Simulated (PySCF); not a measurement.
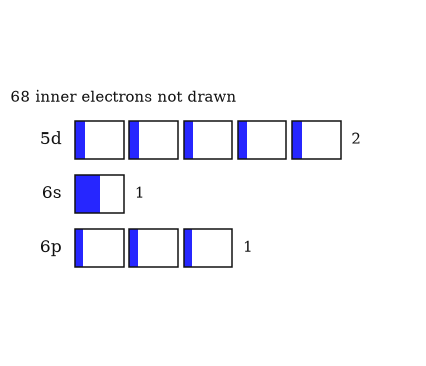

*The outer shells of the nominal configuration: a box for each of the 2l + 1 orbitals, shaded by the share of the shell that is filled, with the electron count at the right.*

# Atomic calculation for Hf

Hf, configuration 1s2 2s2 2p6 3s2 3p6 3d10 4s2 4p6 4d10 4f14 5s2 5p6 5d2 6s1 6p1, multiplicity 5. Computed at this level: unrestricted PBE0, x2c-TZVPPall, spin-free X2C-1e, Gaussian nucleus (PySCF).

## Summary

```tsv
quantity	value
outcome	converged
total energy	−15078.2461 hartree
⟨S²⟩	6.002
⟨L²⟩	13.93
SCF iterations	10
hardware	1 CPU thread, shared host
CPU time	8.7 s (integrals apart)
```

## Notes

This is not the ground configuration of the species. ⟨L²⟩ departs from that of the intended term, so the determinant mixes terms.

## Input file
```python
from pyscf import gto, scf, dft, mp, cc
import basis_set_exchange as bse
mol = gto.M(atom="Hf 0 0 0", charge=0, spin=4, symmetry="D2h",
            basis=gto.basis.parse(bse.get_basis("x2c-TZVPPall", elements=["Hf"], fmt="nwchem")),
            nucmod="G")
mf = dft.UKS(mol, xc="PBE0").sfx2c1e()
mf.irrep_nelec = {'Ag': (11, 9), 'B1g': (3, 2), 'B2g': (2, 2), 'B3g': (2, 2), 'Au': (1, 1), 'B1u': (6, 6), 'B2u': (7, 6), 'B3u': (6, 6)}
mf.kernel()
```

The script is an equivalent of what the driver set up; the driver started from orbitals of its own, so the log can be shorter than this script's would be, and it computed the properties (radii, ⟨L²⟩, response) afterwards. It held the occupations shell by shell, which the script's counts by irreducible representation don't always enforce.

## Log (extracts)
```
damping factor = 0
level_shift factor = 0
DIIS = <class 'pyscf.scf.diis.CDIIS'>
diis_start_cycle = 1
diis_space = 10
diis_damp = 0
SCF conv_tol = 1e-09
SCF conv_tol_grad = None
number electrons alpha = 38  beta = 34
XC functionals = PBE0
    C. Adamo and V. Barone.,  J. Chem. Phys. 110, 6158 (1999)
    M. Ernzerhof and G. E. Scuseria.,  J. Chem. Phys. 110, 5029 (1999)
cycle= 1 E= -15078.2408016224  delta_E= -0.0204  |g|= 0.227  |ddm|= 0.378
cycle= 2 E= -15078.2387433987  delta_E= 0.00206  |g|= 0.255  |ddm|= 0.241
cycle= 3 E= -15078.2459513143  delta_E= -0.00721  |g|= 0.00901  |ddm|= 0.134
cycle= 4 E= -15078.2459969347  delta_E= -4.56e-05  |g|= 0.00204  |ddm|= 0.0174
cycle= 5 E= -15078.2460194718  delta_E= -2.25e-05  |g|= 0.00129  |ddm|= 0.00922
cycle= 6 E= -15078.2460497796  delta_E= -3.03e-05  |g|= 0.000574  |ddm|= 0.0208
cycle= 7 E= -15078.246054702  delta_E= -4.92e-06  |g|= 9.84e-05  |ddm|= 0.012
cycle= 8 E= -15078.2460547311  delta_E= -2.91e-08  |g|= 2.27e-05  |ddm|= 0.000676
cycle= 9 E= -15078.2460547327  delta_E= -1.65e-09  |g|= 5.02e-06  |ddm|= 0.000146
cycle= 10 E= -15078.2460547328  delta_E= -1.29e-10  |g|= 7.2e-07  |ddm|= 4.91e-05
converged SCF energy = -15078.2460547328  <S^2> = 6.0015363  2S+1 = 5.0006145
```

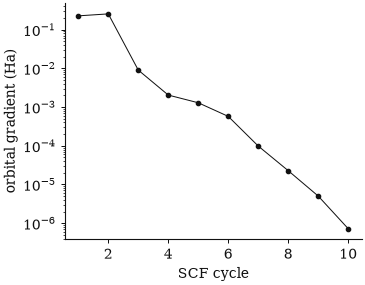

*Convergence: orbital gradient against the SCF cycle.*

The residual falls almost steadily, with no more than small rises or pauses. It goes from 0.23 to 7.2×10⁻⁷ in 10 steps.

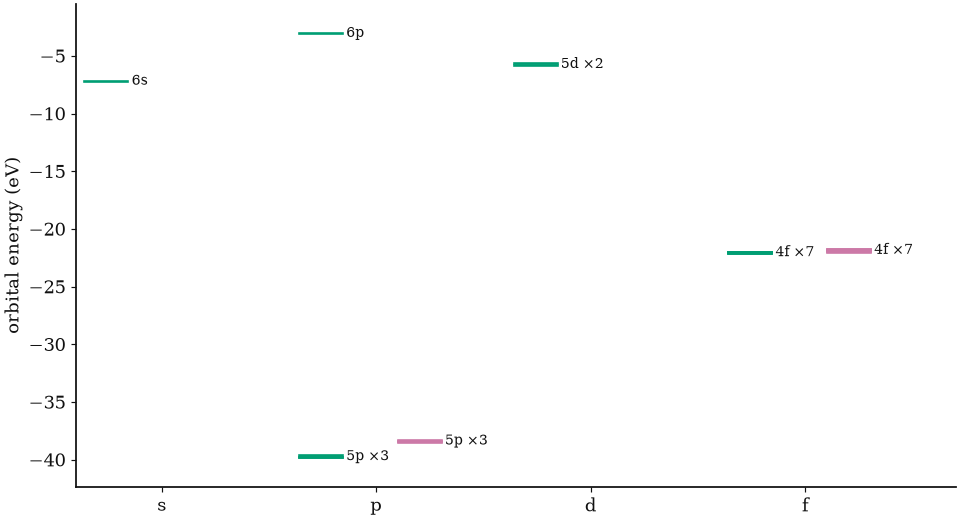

*Orbital energies of the mean field, from the top down to −39.8 eV, by angular momentum, α spin at the left of each column and β at the right; ×n counts the orbitals under one label. Empty levels that the record names by l alone aren't drawn.*

The highest filled orbital is 6p α at −3.05 eV, the lowest empty one s β at −3.32 eV.
